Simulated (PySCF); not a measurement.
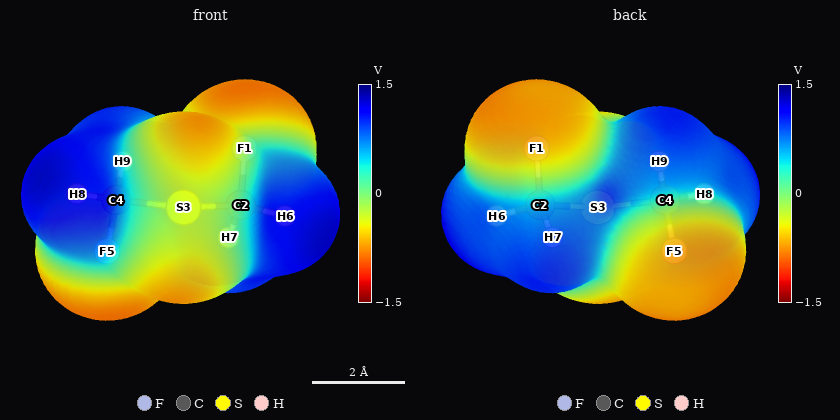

C₂H₄F₂S (SMILES FCSCF). The molecular electrostatic potential painted on the density surface at 0.002 e/bohr³, seen from the front and from behind; the colour scale runs from red (negative) to blue (positive).

Geometry: GFN2-xTB.

The calculation used PBE0/pcSseg-1, SCF density, gas phase, non-relativistic in PySCF 2.14.0.

```xyz
9

F     0.8487    1.4771    0.8174
C     1.2000    0.2140    0.4518
S    -0.1975   -0.9344    0.6192
C    -1.2140   -0.2932   -0.7422
F    -0.6527   -0.5689   -1.9511
H     1.9910   -0.1318    1.1197
H     1.5286    0.2412   -0.5903
H    -2.1844   -0.7898   -0.6905
H    -1.3062    0.7919   -0.6505
```

### Where is the surface potential most negative and most positive?

The most negative region (about −0.9 V) lies over F1 and F5, the most positive (about +1.3 V) over H6 and H8.

### How polar is the molecule by this calculation?

Its dipole moment is 0.11 D.
